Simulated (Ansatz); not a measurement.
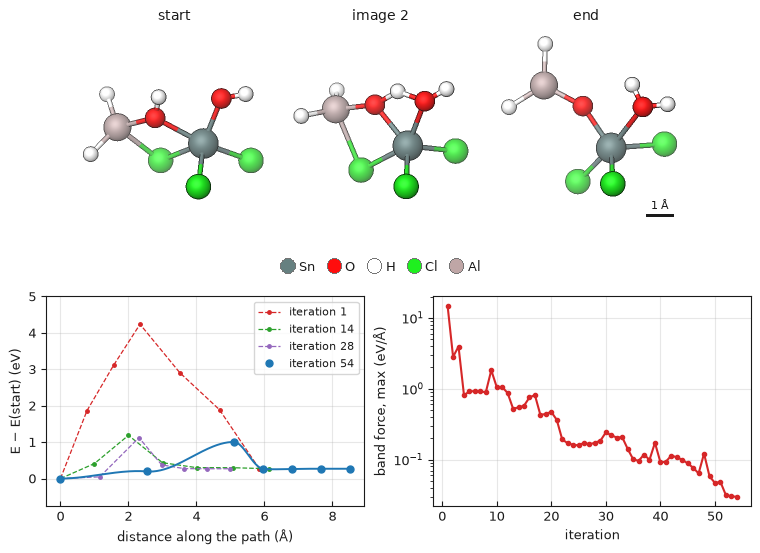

A search for the minimum-energy path of AlSnH4O2Cl3 by the nudged elastic band. Images are numbered from 0 (start) to 6 (end). The plot follows the band through its iterations. Style: ball-and-stick. Shown at a tilt.

The calculation used Ansatz, RHF/def2-SVP. Run with 5 movable images; climbing image; force threshold 0.03 eV/Å; iteration limit 60; starting path through a guess of the saddle point.

Question: How did the profile develop, and is the result final?

Answer: The result is final at these settings. The band converged in 54 iterations. The largest component of the band force went from 15 to 0.03 eV/Å. The climbing image converged on the top of the path. Its vibrational analysis gives one imaginary mode (1667i cm⁻¹), as a transition state must have. The first iteration put the highest image at 4.24 eV. The energy climbs by 1.01 eV to image 2 and then falls by 0.74 eV, so the end point sits at +0.27 eV.

Limits of the set-up: Hartree-Fock leaves out electron correlation.

The run took 13 min on 4 threads of Intel(R) Xeon(R) Platinum 8259CL CPU @ 2.50GHz (Skylake/Cascade Lake), on a shared host, peak memory 0.49 GiB.
